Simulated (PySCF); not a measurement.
**C4H6OSSi: a changed input and its effect**

System: C4H6OSSi, SMILES O=C1CSC=C1[SiH3].
Method of run A: GIAO PBE0/pcSseg-1 NMR shielding, non-relativistic, gas phase (PySCF 2.14.0).

The geometry comes from this level: GFN2-xTB. Text and figures count atoms from 1; the logs count them from 0 in places.

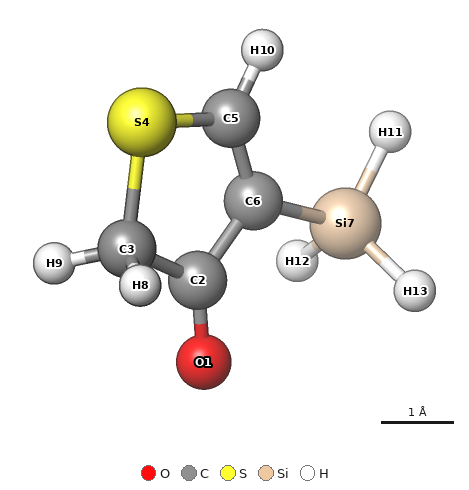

The input geometry (ball-and-stick view, seen at a tilt; atoms are numbered from 1 in the order of the input).

**Input, run A**
```
{"job": {"kind": "nmr", "xc": "PBE0", "basis": "pcSseg-1", "pop": false}, "charge": 0, "multiplicity": 1}
O     -0.197095    -1.976681     0.582800
C     -0.556421    -0.869849     0.247650
C     -2.030816    -0.489150     0.115947
S     -2.106249     1.239237    -0.402027
C     -0.382441     1.357550    -0.416119
C      0.301656     0.251334    -0.076881
Si     2.166282     0.007747     0.018901
H     -2.546656    -0.606831     1.068652
H     -2.525764    -1.114388    -0.626847
H      0.036925     2.306904    -0.694528
H      2.773840     1.286512    -0.358159
H      2.538879    -1.043782    -0.923701
H      2.510308    -0.346658     1.393398
```

The first line tells a small driver script what to run in PySCF; the rest is the geometry in Å.

Command:
```bash
OMP_NUM_THREADS=1 python <driver script> task.json out
```

Hardware: 1 CPU thread, shared host.

**Output (run A)**
```
coarse grid: 12400 points
cycle   1  E = -918.1646192786  dE =  1.118e+00  |g| = 7.843e-01  |ddm| = 3.562e+00
cycle   2  E = -917.5215150031  dE =  6.431e-01  |g| = 1.878e+00  |ddm| = 3.402e+00
cycle   3  E = -918.2857155472  dE = -7.642e-01  |g| = 1.640e-01  |ddm| = 2.842e+00
cycle   4  E = -918.2906458119  dE = -4.930e-03  |g| = 1.026e-01  |ddm| = 2.932e-01
cycle   5  E = -918.2932361190  dE = -2.590e-03  |g| = 2.678e-02  |ddm| = 1.195e-01
cycle   6  E = -918.2933996762  dE = -1.636e-04  |g| = 8.983e-03  |ddm| = 3.233e-02
cycle   7  E = -918.2934185020  dE = -1.883e-05  |g| = 3.063e-03  |ddm| = 1.062e-02
cycle   8  E = -918.2934202475  dE = -1.745e-06  |g| = 1.346e-03  |ddm| = 4.488e-03
final grid: 111944 points
cycle   9  E = -918.3472181875  dE = -3.769e-06  |g| = 1.217e-02  |ddm| = 2.578e-02
cycle  10  E = -918.3471236672  dE =  9.452e-05  |g| = 2.496e-02  |ddm| = 3.277e-02
cycle  11  E = -918.3472469439  dE = -1.233e-04  |g| = 1.928e-03  |ddm| = 2.432e-02
cycle  12  E = -918.3472477527  dE = -8.088e-07  |g| = 2.680e-04  |ddm| = 2.253e-03
cycle  13  E = -918.3472477693  dE = -1.668e-08  |g| = 1.246e-04  |ddm| = 5.032e-04
cycle  14  E = -918.3472477734  dE = -4.016e-09  |g| = 3.846e-05  |ddm| = 1.730e-04
cycle  15  E = -918.3472477737  dE = -3.486e-10  |g| = 1.080e-05  |ddm| = 4.377e-05
converged SCF energy = -918.3472477737

GIAO shielding tensors (ppm)
atom      isotropic    diamagn.    paramagn.     s11        s22        s33       span
  0 O     -259.904     399.701    -659.605   -783.217   -355.863    359.368   1142.585
  1 C      -20.409     246.110    -266.520    -96.327    -14.900     49.999    146.326
  2 C      144.143     257.223    -113.080    132.399    136.171    163.859     31.460
  3 S      402.512    1055.030    -652.517    219.714    408.017    579.805    360.091
  4 C        5.283     257.294    -252.011   -118.633     -1.115    135.597    254.230
  5 C       55.619     260.498    -204.879    -20.261     32.301    154.818    175.079
  6 Si     431.715     880.822    -449.107    414.201    425.359    455.585     41.383
  7 H       28.284      29.348      -1.064     23.493     26.794     34.565     11.072
  8 H       28.285      29.337      -1.052     23.495     26.794     34.564     11.068
  9 H       23.305      31.300      -7.996     20.215     22.368     27.331      7.116
 10 H       27.697      29.122      -1.425     24.158     26.878     32.055      7.897
 11 H       27.431      28.917      -1.486     24.201     25.623     32.468      8.267
 12 H       27.431      28.919      -1.488     24.204     25.618     32.471      8.266
```

For run B the input was changed thus:
```diff
-O     -0.197095    -1.976681     0.582800
-C     -0.556421    -0.869849     0.247650
-C     -2.030816    -0.489150     0.115947
-S     -2.106249     1.239237    -0.402027
-C     -0.382441     1.357550    -0.416119
-C      0.301656     0.251334    -0.076881
-Si     2.166282     0.007747     0.018901
-H     -2.546656    -0.606831     1.068652
-H     -2.525764    -1.114388    -0.626847
-H      0.036925     2.306904    -0.694528
-H      2.773840     1.286512    -0.358159
-H      2.538879    -1.043782    -0.923701
-H      2.510308    -0.346658     1.393398
+O     -1.787006    13.176847     2.959935
+C     -1.969452    12.349717     2.031851
+C     -2.319519    10.986008     2.534538
+S     -3.103082    10.027731     1.043821
+C     -2.476299    11.350000    -0.040051
+C     -1.940745    12.430084     0.528228
+Si    -0.814207    13.845390     0.079896
+H     -3.158373    10.989044     3.346614
+H     -1.461359    10.511360     2.902311
+H     -2.745777    11.236637    -1.122840
+H     -0.709045    14.645411     1.253743
+H     -1.421471    14.440668    -1.082648
+H      0.506294    13.379237    -0.246807
```

How does run B compare with run A?

With the same method and basis, run B lies 25.5 kcal/mol higher. The LUMO goes from −1.84 to −2.16 eV. The dipole moment goes from 2.48 to 2.14 D. Of all shieldings, the largest change is that of O1, by −93.2 ppm. The number of SCF iterations is the same.

**Output (run B)**
```
coarse grid: 12400 points
cycle   1  E = -918.1176751350  dE =  8.835e-01  |g| = 8.001e-01  |ddm| = 3.493e+00
cycle   2  E = -917.1986013078  dE =  9.191e-01  |g| = 2.167e+00  |ddm| = 3.292e+00
cycle   3  E = -918.2412711928  dE = -1.043e+00  |g| = 1.950e-01  |ddm| = 2.852e+00
cycle   4  E = -918.2484197049  dE = -7.149e-03  |g| = 1.267e-01  |ddm| = 3.781e-01
cycle   5  E = -918.2524664760  dE = -4.047e-03  |g| = 3.850e-02  |ddm| = 1.533e-01
cycle   6  E = -918.2527740878  dE = -3.076e-04  |g| = 1.444e-02  |ddm| = 3.995e-02
cycle   7  E = -918.2528274741  dE = -5.339e-05  |g| = 4.617e-03  |ddm| = 1.646e-02
cycle   8  E = -918.2528319976  dE = -4.524e-06  |g| = 1.671e-03  |ddm| = 6.485e-03
final grid: 111944 points
cycle   9  E = -918.3066206135  dE =  3.263e-06  |g| = 1.323e-02  |ddm| = 2.524e-02
cycle  10  E = -918.3064829877  dE =  1.376e-04  |g| = 2.932e-02  |ddm| = 3.513e-02
cycle  11  E = -918.3066550532  dE = -1.721e-04  |g| = 2.196e-03  |ddm| = 2.577e-02
cycle  12  E = -918.3066561583  dE = -1.105e-06  |g| = 2.819e-04  |ddm| = 2.329e-03
cycle  13  E = -918.3066561769  dE = -1.864e-08  |g| = 1.332e-04  |ddm| = 5.265e-04
cycle  14  E = -918.3066561816  dE = -4.673e-09  |g| = 4.790e-05  |ddm| = 1.979e-04
cycle  15  E = -918.3066561821  dE = -5.430e-10  |g| = 1.230e-05  |ddm| = 5.240e-05
converged SCF energy = -918.3066561821

GIAO shielding tensors (ppm)
atom      isotropic    diamagn.    paramagn.     s11        s22        s33       span
  0 O     -353.081     362.982    -716.063   -966.025   -421.660    328.441   1294.466
  1 C      -39.133     289.037    -328.169   -123.669    -46.430     52.701    176.369
  2 C      127.910     250.905    -122.995    104.336    125.894    153.500     49.164
  3 S      314.923    1064.107    -749.185     82.861    370.694    491.213    408.352
  4 C       -1.952     255.828    -257.780   -113.962    -14.282    122.389    236.351
  5 C       58.408     256.237    -197.829    -10.539     23.462    162.301    172.839
  6 Si     437.163     872.994    -435.832    392.795    443.622    475.070     82.275
  7 H       26.047      33.141      -7.094     21.211     25.245     31.686     10.475
  8 H       28.692      45.471     -16.780     24.975     27.623     33.477      8.502
  9 H       22.428      32.568     -10.140     19.814     21.529     25.940      6.127
 10 H       27.089      22.231       4.857     22.818     27.095     31.352      8.534
 11 H       27.790      19.972       7.818     24.197     26.193     32.981      8.784
 12 H       28.070      26.414       1.656     24.520     26.257     33.433      8.913
```

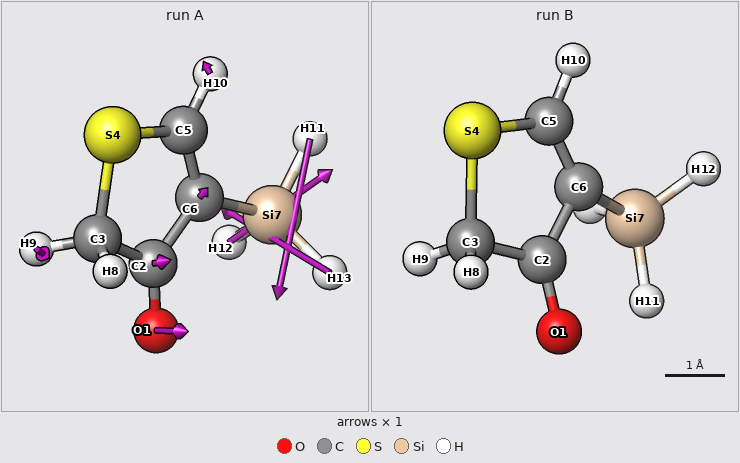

The two input geometries at one scale (ball-and-stick view, seen at a tilt). The pink arrows on the first give the shifts of the atoms after the best rigid fit, at true length. The largest move after the best rigid fit is that of H11, 2.84 Å. By element the largest moves are H 2.84 Å, O 0.81 Å, C 0.38 Å, S 0.19 Å, Si 0.15 Å. Among the contacts that change: C3–S4 1.806 → 1.938 Å, S4–C5 1.728 → 1.821 Å, C3–H8 1.090 → 1.168 Å, C2–C6 1.449 → 1.506 Å.

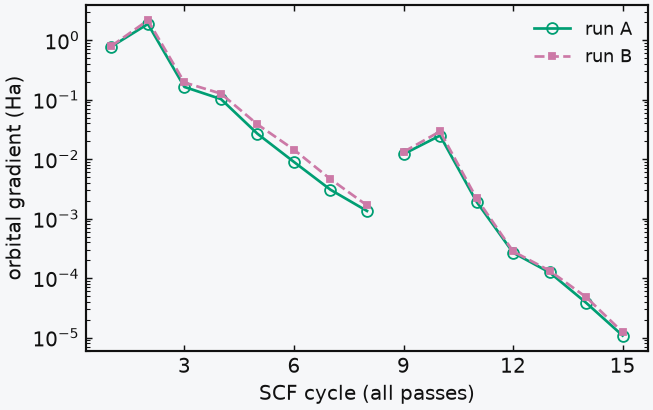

Convergence of the two runs: orbital gradient against the SCF cycle. A break in a curve parts two SCF passes (coarse and final grid). Run A takes 15 cycles in all, and run B takes 15.

**The two runs side by side**

```tsv
quantity	run A	run B
outcome	converged	converged
total energy (hartree)	−918.347248	−918.306656
HOMO (eV)	−6.94	−6.97
LUMO (eV)	−1.84	−2.16
dipole moment (D)	2.48	2.14
shielding of O1 (ppm)	−259.9	−353.1
shielding of C2 (ppm)	−20.4	−39.1
shielding of C3 (ppm)	144.1	127.9
shielding of S4 (ppm)	402.5	314.9
shielding of C5 (ppm)	5.3	−2.0
shielding of C6 (ppm)	55.6	58.4
shielding of Si7 (ppm)	431.7	437.2
SCF iterations	15	15
basis functions	163	163
wall time (shared host)	28 s	28 s
```
